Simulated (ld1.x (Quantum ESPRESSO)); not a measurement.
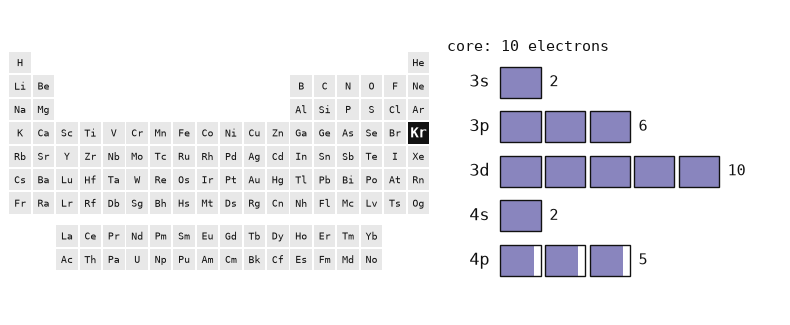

Figure 1. Left, the place of krypton in the periodic table; right, the valence shells of the reference configuration: a box for each of the 2l + 1 orbitals, shaded by the share of the shell that is filled, with the electron count at the right.

## Pseudopotential generation: Kr (part 1 of 2)

System: krypton (Kr, Z = 36), core [Ne], reference valence 3s2 3p6 3d10 4s2 4p5 (an ion of charge +1), valence charge 26.
Method: RRKJ potential, PBEsol, scalar-relativistic, made with ld1.x (Quantum ESPRESSO) 7.5.

Summary:

- outcome: generated; the pseudo-atom misses its reference levels by up to 6.13 eV (4s, which has no pseudo-wave of its own); ld1.x warns of wrong node counts
- reference test: the pseudo-atom misses its own reference levels by up to 6.13 eV
- cutoffs needed: over 300 Ry and over 300 Ry (the cutoffs, on a coarse ladder, from which the occupation-weighted sum of valence levels, in a spherical-Bessel basis at the reference potential, stays within 10 and 1 mRy of its value at 400 Ry); ghost states and empty shells don't enter this sum
- ghost test: no ghost state below the valence levels in the p, d, f, s channels (spherical-Bessel basis up to 400 Ry, 20 bohr box)
- largest excitation error: -8569 meV (all-electron minus pseudo) for 3s2 3p6 3d10 4s2 4p2, out of 7 test configurations
- range over which the phases arctan(r u′/u) at the test radius agree within 0.05 rad (a looser test near the poles than one of phase shifts): s: up to about -7.9 Ry; p: up to about -2.7 Ry; d: up to about 2.8 Ry; f: over the whole range computed
- hardware: 1 CPU thread, shared host
- wall time: 2.1 s

Remarks:

An excitation error of 8569 meV in its own tests makes this a poorly transferable potential. ld1.x warns that it found 2 nodes in place of 1 for the s state with pseudo n = 2. It picks states by counting nodes, so it can end on another state than the one meant.

Input file:
```
 &input
   title='Kr', zed=36., rel=1, dft='PBESOL', iswitch=3,
   config='[Ar] 3d10 4s2 4p5 4f-2',
   nld=4, rlderiv=1.05, eminld=-22.0, emaxld=5.0, deld=0.1
 /
 &inputp
   pseudotype=2, tm=.false., rho0=0.02, lloc=0,
   nlcc=.true., rcore=0.30,
   file_pseudopw='Kr.UPF', file_wfcaegen='ae.wfc', file_wfcncgen='nc.wfc', file_beta='beta', file_chi='chi'
 /
4
3P  2  1   6.00   0.00  0.65  0.65  0.0
3D  3  2  10.00   0.00  0.70  0.70  0.0
4F  4  3  -2.00   0.35  0.95  0.95  0.0
3S  1  0   2.00   0.00  0.90  0.90  0.0
 &test
   configts(1)='3s2 3p6 3d10 4s2 4p5'
 /
```

Input of the test run:
```
 &input
   title='Kr', zed=36., rel=1, dft='PBESOL', iswitch=2,
   config='[Ar] 3d10 4s2 4p5 4f-2'
 /
 &test
   file_pseudo='Kr.UPF', nconf=8,
   configts(1)='3s2 3p6 3d10 4s2 4p5',
   configts(2)='3s2 3p6 3d10 4s2 4p6',
   configts(3)='3s2 3p6 3d10 4s2 4p4',
   configts(4)='3s2 3p6 3d10 4s2 4p3',
   configts(5)='3s2 3p6 3d10 4s1 4p6',
   configts(6)='3s1 3p6 3d10 4s2 4p6',
   configts(7)='3s2 3p6 3d10 4s2 4p2',
   configts(8)='3s2 3p6 3d9 4s2 4p6'
 /
```

Launched with:
```bash
ld1.x < Kr.in > Kr.out
```

Output:
```
     Program LD1 v.7.5
     --------------------------- All-electron run ----------------------------

     Kr
     scalar relativistic calculation

     atomic number is 36.00
     dft =PBESOL   lsd =0 sic =0 latt =0  beta=0.20 tr2=1.0E-14
     Exchange-correlation= PBESOL
                           (   1   4  10   8   0   0   0)
     mesh =1217 r(mesh) = 101.13751 a.u. xmin = -7.00 dx = 0.01250
     1 Ry =  13.60569312 eV, c = 137.03599908

     n l     nl                  e(Ry)          e(Ha)          e(eV)
     1 0     1S 1( 2.00)     -1040.7615      -520.3807    -14160.2816
     2 0     2S 1( 2.00)      -137.8208       -68.9104     -1875.1468
     2 1     2P 1( 6.00)      -121.9893       -60.9947     -1659.7492
     3 0     3S 1( 2.00)       -20.2432       -10.1216      -275.4227
     3 1     3P 1( 6.00)       -15.2037        -7.6019      -206.8570
     3 2     3D 1(10.00)        -6.8570        -3.4285       -93.2946
     4 0     4S 1( 2.00)        -2.4975        -1.2487       -33.9798
     4 1     4P 1( 5.00)        -1.4366        -0.7183       -19.5457

     final scf error:  6.1E-15 reached in  33 iterations

     Etot =   -5575.909840 Ry,   -2787.954920 Ha,  -75864.118161 eV

     Ekin =    5703.046111 Ry,    2851.523055 Ha,   77593.895247 eV
     Encl =  -13423.652240 Ry,   -6711.826120 Ha, -182638.092961 eV
     Eh   =    2333.291992 Ry,    1166.645996 Ha,   31746.054816 eV
     Exc  =    -188.595703 Ry,     -94.297852 Ha,   -2565.975264 eV

     normalization and overlap integrals

     s(1S/1S) =  1.000000  <r> =   0.0415  <r2> =    0.0023  r(max) =   0.0271
     s(2S/2S) =  1.000000  <r> =   0.1836  <r2> =    0.0398  r(max) =   0.1540
     s(2P/2P) =  1.000000  <r> =   0.1602  <r2> =    0.0314  r(max) =   0.1229
     s(3S/3S) =  1.000000  <r> =   0.5307  <r2> =    0.3238  r(max) =   0.4684
     s(3P/3P) =  1.000000  <r> =   0.5408  <r2> =    0.3423  r(max) =   0.4625
     s(3D/3D) =  1.000000  <r> =   0.5556  <r2> =    0.3804  r(max) =   0.4133
     s(4S/4S) =  1.000000  <r> =   1.5371  <r2> =    2.6950  r(max) =   1.3218
     s(4P/4P) =  1.000000  <r> =   1.8262  <r2> =    3.8613  r(max) =   1.5166

     ------------------------ End of All-electron run ------------------------

     --------------------- Generating NC pseudopotential ---------------------

      Generating local pot.: lloc=0, matching radius rcloc =   0.9000

      Computing core charge for nlcc:

       r > 0.30 : true rho core
       r < 0.30 : rho core = a sin(br)/r    a=  59.50  b=   8.76

      Integrated core pseudo-charge :   9.55

      Wfc   3P  rcut= 0.648  Estimated cut-off energy=      425.53 Ry
      This function has    0 nodes for 0 < r <    0.648

      Wfc   3D  rcut= 0.699  Estimated cut-off energy=      480.19 Ry
      This function has    0 nodes for 0 < r <    0.699

      Wfc   4F  rcut= 0.943  Estimated cut-off energy=      316.49 Ry
      This function has    0 nodes for 0 < r <    0.943

     ------------------- End of pseudopotential generation -------------------

     --------------------------- All-electron run ----------------------------

     Kr
     scalar relativistic calculation

     atomic number is 36.00
     dft =PBESOL   lsd =0 sic =0 latt =0  beta=0.20 tr2=1.0E-14
     Exchange-correlation= PBESOL
                           (   1   4  10   8   0   0   0)
     mesh =1217 r(mesh) = 101.13751 a.u. xmin = -7.00 dx = 0.01250
     1 Ry =  13.60569312 eV, c = 137.03599908

     n l     nl                  e(Ry)          e(Ha)          e(eV)
     1 0     1S 1( 2.00)     -1040.7615      -520.3807    -14160.2816
     2 0     2S 1( 2.00)      -137.8208       -68.9104     -1875.1468
     2 1     2P 1( 6.00)      -121.9893       -60.9947     -1659.7492
     3 0     3S 1( 2.00)       -20.2432       -10.1216      -275.4227
     3 1     3P 1( 6.00)       -15.2037        -7.6019      -206.8570
     3 2     3D 1(10.00)        -6.8570        -3.4285       -93.2946
     4 0     4S 1( 2.00)        -2.4975        -1.2487       -33.9798
     4 1     4P 1( 5.00)        -1.4366        -0.7183       -19.5457

     final scf error:  6.1E-15 reached in  33 iterations

     Etot =   -5575.909840 Ry,   -2787.954920 Ha,  -75864.118161 eV

     Ekin =    5703.046111 Ry,    2851.523055 Ha,   77593.895247 eV
     Encl =  -13423.652240 Ry,   -6711.826120 Ha, -182638.092961 eV
     Eh   =    2333.291992 Ry,    1166.645996 Ha,   31746.054816 eV
     Exc  =    -188.595703 Ry,     -94.297852 Ha,   -2565.975264 eV

     normalization and overlap integrals

     s(1S/1S) =  1.000000  <r> =   0.0415  <r2> =    0.0023  r(max) =   0.0271
     s(2S/2S) =  1.000000  <r> =   0.1836  <r2> =    0.0398  r(max) =   0.1540
     s(2P/2P) =  1.000000  <r> =   0.1602  <r2> =    0.0314  r(max) =   0.1229
     s(3S/3S) =  1.000000  <r> =   0.5307  <r2> =    0.3238  r(max) =   0.4684
     s(3P/3P) =  1.000000  <r> =   0.5408  <r2> =    0.3423  r(max) =   0.4625
     s(3D/3D) =  1.000000  <r> =   0.5556  <r2> =    0.3804  r(max) =   0.4133
     s(4S/4S) =  1.000000  <r> =   1.5371  <r2> =    2.6950  r(max) =   1.3218
     s(4P/4P) =  1.000000  <r> =   1.8262  <r2> =    3.8613  r(max) =   1.5166

     ------------------------ End of All-electron run ------------------------

     Computing logarithmic derivative in   1.04891

       Warning: n=2, l=0 expected 1 nodes, found 2
       Setting wfc to zero for this iteration
       (This warning will only be printed once per wavefunction)

     Computing logarithmic derivative in   1.04891
     Computing the partial wave expansion
       no projector for channel:   0
     R is outside the sphere for l=    1 j= 0.00
     R is outside the sphere for l=    2 j= 0.00
     R is outside the sphere for l=    3 j= 0.00

     ---------------------- Testing the pseudopotential ----------------------

     Kr
     scalar relativistic calculation

     atomic number is 36.00   valence charge is 26.00
     dft =PBESOL   lsd =0 sic =0 latt =0  beta=0.20 tr2=1.0E-14
     mesh =1217 r(mesh) = 101.13751 xmin = -7.00 dx = 0.01250

     n l     nl             e AE (Ry)        e PS (Ry)    De AE-PS (Ry)
     1 0     3S   1( 2.00)      -20.24320      -20.24317       -0.00003
     2 1     3P   1( 6.00)      -15.20371      -15.20371        0.00000
     3 2     3D   1(10.00)       -6.85703       -6.85707        0.00004
     2 0     4S   1( 2.00)       -2.49747       -2.94832        0.45085  !
     3 1     4P   1( 5.00)       -1.43659       -1.54596        0.10938  !

     eps = 5.7E-15  iter = 20

     Etot =   -5575.909840 Ry,   -2787.954920 Ha,  -75864.118161 eV
     Etotps =  -956.525421 Ry,    -478.262711 Ha,  -13014.191348 eV

     Ekin =     570.777910 Ry,     285.388955 Ha,    7765.829083 eV
     Encl =   -1920.346016 Ry,    -960.173008 Ha,  -26127.638579 eV
     Ehrt =     743.690988 Ry,     371.845494 Ha,   10118.431356 eV
     Ecxc =     -90.649713 Ry,     -45.324856 Ha,   -1233.352175 eV
     (Ecc =     -16.554196 Ry,      -8.277098 Ha,    -225.231310 eV)
     Epseu=    -259.998590 Ry,    -129.999295 Ha,   -3537.461032 eV

     ---------------------- End of pseudopotential test ----------------------
```

Output of the test run (extracts):
```
     ---------------------- Testing the pseudopotential ----------------------

     Kr
     scalar relativistic calculation

     atomic number is 36.00   valence charge is 26.00
     dft =PBESOL   lsd =0 sic =0 latt =0  beta=0.20 tr2=1.0E-14
     mesh =1217 r(mesh) = 101.13751 xmin = -7.00 dx = 0.01250

     n l     nl             e AE (Ry)        e PS (Ry)    De AE-PS (Ry)
     1 0     3S   1( 2.00)      -20.24320      -20.24317       -0.00003
     2 1     3P   1( 6.00)      -15.20371      -15.20371        0.00000
     3 2     3D   1(10.00)       -6.85703       -6.85707        0.00004
     2 0     4S   1( 2.00)       -2.49747       -2.94832        0.45085  !
     3 1     4P   1( 5.00)       -1.43659       -1.54596        0.10938  !

     eps = 2.9E-15  iter = 15

     Etot =   -5575.909840 Ry,   -2787.954920 Ha,  -75864.118161 eV
     Etotps =  -956.525422 Ry,    -478.262711 Ha,  -13014.191351 eV

     Ekin =     570.777906 Ry,     285.388953 Ha,    7765.829027 eV
     Encl =   -1920.346014 Ry,    -960.173007 Ha,  -26127.638558 eV
     Ehrt =     743.690987 Ry,     371.845494 Ha,   10118.431350 eV
     Ecxc =     -90.649713 Ry,     -45.324856 Ha,   -1233.352174 eV
     (Ecc =     -16.554196 Ry,      -8.277098 Ha,    -225.231310 eV)
     Epseu=    -259.998588 Ry,    -129.999294 Ha,   -3537.460995 eV

     ---------------------- End of pseudopotential test ----------------------

     ---------------------- Testing the pseudopotential ----------------------

     Kr
     scalar relativistic calculation

     atomic number is 36.00   valence charge is 26.00
     dft =PBESOL   lsd =0 sic =0 latt =0  beta=0.20 tr2=1.0E-14
     mesh =1217 r(mesh) = 101.13751 xmin = -7.00 dx = 0.01250

     n l     nl             e AE (Ry)        e PS (Ry)    De AE-PS (Ry)
     1 0     3S   1( 2.00)      -19.36758      -19.30694       -0.06064  !
     2 1     3P   1( 6.00)      -14.32829      -14.26791       -0.06038  !
     3 2     3D   1(10.00)       -5.98264       -5.92249       -0.06015  !
     2 0     4S   1( 2.00)       -1.69358       -2.07479        0.38121  !
     3 1     4P   1( 6.00)       -0.67907       -0.73128        0.05221  !

     eps = 1.2E-15  iter = 23

     Etot =   -5576.959629 Ry,   -2788.479815 Ha,  -75878.401276 eV
     Etotps =  -957.655652 Ry,    -478.827826 Ha,  -13029.568925 eV
     dEtot_ae =      -1.049790 Ry
     dEtot_ps =      -1.130231 Ry,   Delta E=       0.080441 Ry

     Ekin =     571.769507 Ry,     285.884754 Ha,    7779.320453 eV
     Encl =   -1944.668211 Ry,    -972.334105 Ha,  -26458.558900 eV
     Ehrt =     766.901729 Ry,     383.450865 Ha,   10434.229583 eV
     Ecxc =     -91.596490 Ry,     -45.798245 Ha,   -1246.233732 eV
     (Ecc =     -16.554196 Ry,      -8.277098 Ha,    -225.231310 eV)
     Epseu=    -260.062188 Ry,    -130.031094 Ha,   -3538.326329 eV

     ---------------------- End of pseudopotential test ----------------------

     ---------------------- Testing the pseudopotential ----------------------

     Kr
     scalar relativistic calculation

     atomic number is 36.00   valence charge is 26.00
     dft =PBESOL   lsd =0 sic =0 latt =0  beta=0.20 tr2=1.0E-14
     mesh =1217 r(mesh) = 101.13751 xmin = -7.00 dx = 0.01250

     n l     nl             e AE (Ry)        e PS (Ry)    De AE-PS (Ry)
     1 0     3S   1( 2.00)      -21.23982      -21.30324        0.06342  !
     2 1     3P   1( 6.00)      -16.19992      -16.26279        0.06287  !
     3 2     3D   1(10.00)       -7.85136       -7.91414        0.06278  !
     2 0     4S   1( 2.00)       -3.38720       -3.91683        0.52963  !
     3 1     4P   1( 4.00)       -2.27742       -2.45020        0.17277  !

     eps = 3.1E-15  iter = 16

     Etot =   -5574.059345 Ry,   -2787.029672 Ha,  -75838.940895 eV
     Etotps =  -954.534014 Ry,    -477.267007 Ha,  -12987.096866 eV
     dEtot_ae =       1.850495 Ry
     dEtot_ps =       1.991408 Ry,   Delta E=      -0.140913 Ry

     Ekin =     569.263817 Ry,     284.631908 Ha,    7745.228799 eV
     Encl =   -1892.768275 Ry,    -946.384137 Ha,  -25752.424296 eV
     Ehrt =     718.471190 Ry,     359.235595 Ha,    9775.298535 eV
     Ecxc =     -89.551476 Ry,     -44.775738 Ha,   -1218.409905 eV
     (Ecc =     -16.554196 Ry,      -8.277098 Ha,    -225.231310 eV)
     Epseu=    -259.949270 Ry,    -129.974635 Ha,   -3536.789999 eV

     ---------------------- End of pseudopotential test ----------------------

     ---------------------- Testing the pseudopotential ----------------------

     Kr
     scalar relativistic calculation

     atomic number is 36.00   valence charge is 26.00
     dft =PBESOL   lsd =0 sic =0 latt =0  beta=0.20 tr2=1.0E-14
     mesh =1217 r(mesh) = 101.13751 xmin = -7.00 dx = 0.01250

     n l     nl             e AE (Ry)        e PS (Ry)    De AE-PS (Ry)
     1 0     3S   1( 2.00)      -22.33958      -22.46837        0.12880  !
     2 1     3P   1( 6.00)      -17.29901      -17.42625        0.12724  !
     3 2     3D   1(10.00)       -8.94765       -9.07479        0.12715  !
     2 0     4S   1( 2.00)       -4.34558       -4.96292        0.61735  !
     3 1     4P   1( 3.00)       -3.18584       -3.42840        0.24256  !

     eps = 6.7E-15  iter = 14

     Etot =   -5571.333327 Ry,   -2785.666663 Ha,  -75801.851531 eV
     Etotps =  -951.600414 Ry,    -475.800207 Ha,  -12947.183215 eV
     dEtot_ae =       4.576513 Ry
     dEtot_ps =       4.925007 Ry,   Delta E=      -0.348494 Ry

     Ekin =     567.218257 Ry,     283.609128 Ha,    7717.397538 eV
     Encl =   -1862.416008 Ry,    -931.208004 Ha,  -25339.460674 eV
     Ehrt =     691.856439 Ry,     345.928220 Ha,    9413.186396 eV
     Ecxc =     -88.336544 Ry,     -44.168272 Ha,   -1201.879915 eV
     (Ecc =     -16.554196 Ry,      -8.277098 Ha,    -225.231310 eV)
     Epseu=    -259.922558 Ry,    -129.961279 Ha,   -3536.426559 eV

     ---------------------- End of pseudopotential test ----------------------

     ---------------------- Testing the pseudopotential ----------------------

     Kr
     scalar relativistic calculation

     atomic number is 36.00   valence charge is 26.00
     dft =PBESOL   lsd =0 sic =0 latt =0  beta=0.20 tr2=1.0E-14
     mesh =1217 r(mesh) = 101.13751 xmin = -7.00 dx = 0.01250

     n l     nl             e AE (Ry)        e PS (Ry)    De AE-PS (Ry)
     1 0     3S   1( 2.00)      -20.35771      -20.43205        0.07435  !
     2 1     3P   1( 6.00)      -15.31753      -15.38431        0.06678  !
     3 2     3D   1(10.00)       -6.96906       -7.03573        0.06667  !
     2 0     4S   1( 1.00)       -2.55562       -3.03973        0.48411  !
     3 1     4P   1( 6.00)       -1.48354       -1.60702        0.12348  !

     eps = 5.7E-15  iter = 19

     Etot =   -5574.843369 Ry,   -2787.421685 Ha,  -75849.608089 eV
     Etotps =  -955.107886 Ry,    -477.553943 Ha,  -12994.904797 eV
     dEtot_ae =       1.066471 Ry
     dEtot_ps =       1.417536 Ry,   Delta E=      -0.351065 Ry

     Ekin =     573.420616 Ry,     286.710308 Ha,    7801.784930 eV
     Encl =   -1915.589153 Ry,    -957.794577 Ha,  -26062.918172 eV
     Ehrt =     739.930076 Ry,     369.965038 Ha,   10067.261542 eV
     Ecxc =     -90.438101 Ry,     -45.219051 Ha,   -1230.473053 eV
     (Ecc =     -16.554196 Ry,      -8.277098 Ha,    -225.231310 eV)
     Epseu=    -262.431323 Ry,    -131.215661 Ha,   -3570.560044 eV

     ---------------------- End of pseudopotential test ----------------------

     ---------------------- Testing the pseudopotential ----------------------

     Kr
     scalar relativistic calculation

     atomic number is 36.00   valence charge is 26.00
     dft =PBESOL   lsd =0 sic =0 latt =0  beta=0.20 tr2=1.0E-14
     mesh =1217 r(mesh) = 101.13751 xmin = -7.00 dx = 0.01250

     n l     nl             e AE (Ry)        e PS (Ry)    De AE-PS (Ry)
     1 0     3S   1( 1.00)      -21.28782      -21.22377       -0.06405  !
     2 1     3P   1( 6.00)      -16.23415      -16.14449       -0.08966  !
     3 2     3D   1(10.00)       -7.86822       -7.78447       -0.08376  !
     2 0     4S   1( 2.00)       -2.69936       -3.21626        0.51691  !
     3 1     4P   1( 6.00)       -1.57281       -1.68445        0.11164  !

     eps = 7.5E-15  iter = 16

     Etot =   -5556.654528 Ry,   -2778.327264 Ha,  -75602.136303 eV
     Etotps =  -937.406557 Ry,    -468.703278 Ha,  -12754.065941 eV
     dEtot_ae =      19.255311 Ry
     dEtot_ps =      19.118865 Ry,   Delta E=       0.136446 Ry

     Ekin =     589.940796 Ry,     294.970398 Ha,    8026.553427 eV
     Encl =   -1890.692680 Ry,    -945.346340 Ha,  -25724.184389 eV
     Ehrt =     725.504304 Ry,     362.752152 Ha,    9870.988919 eV
     Ecxc =     -89.308192 Ry,     -44.654096 Ha,   -1215.099858 eV
     (Ecc =     -16.554196 Ry,      -8.277098 Ha,    -225.231310 eV)
     Epseu=    -272.850784 Ry,    -136.425392 Ha,   -3712.324040 eV

     ---------------------- End of pseudopotential test ----------------------

     ---------------------- Testing the pseudopotential ----------------------

     Kr
     scalar relativistic calculation

     atomic number is 36.00   valence charge is 26.00
     dft =PBESOL   lsd =0 sic =0 latt =0  beta=0.20 tr2=1.0E-14
     mesh =1217 r(mesh) = 101.13751 xmin = -7.00 dx = 0.01250

     n l     nl             e AE (Ry)        e PS (Ry)    De AE-PS (Ry)
     1 0     3S   1( 2.00)      -23.53099      -23.72712        0.19613  !
     2 1     3P   1( 6.00)      -18.48946      -18.68254        0.19307  !
     3 2     3D   1(10.00)      -10.13432      -10.32749        0.19317  !
     2 0     4S   1( 2.00)       -5.36088       -6.07630        0.71542  !
     3 1     4P   1( 2.00)       -4.15073       -4.47109        0.32036  !

     eps = 1.5E-15  iter = 13

     Etot =   -5567.669971 Ry,   -2783.834985 Ha,  -75752.009033 eV
     Etotps =  -947.655720 Ry,    -473.827860 Ha,  -12893.512909 eV
     dEtot_ae =       8.239869 Ry
     dEtot_ps =       8.869702 Ry,   Delta E=      -0.629833 Ry

     Ekin =     564.625463 Ry,     282.312731 Ha,    7682.120776 eV
     Encl =   -1829.581944 Ry,    -914.790972 Ha,  -24892.730470 eV
     Ehrt =     664.251058 Ry,     332.125529 Ha,    9037.596045 eV
     Ecxc =     -87.029124 Ry,     -43.514562 Ha,   -1184.091554 eV
     (Ecc =     -16.554196 Ry,      -8.277098 Ha,    -225.231310 eV)
     Epseu=    -259.921172 Ry,    -129.960586 Ha,   -3536.407707 eV
```

(Continued in part 2.)
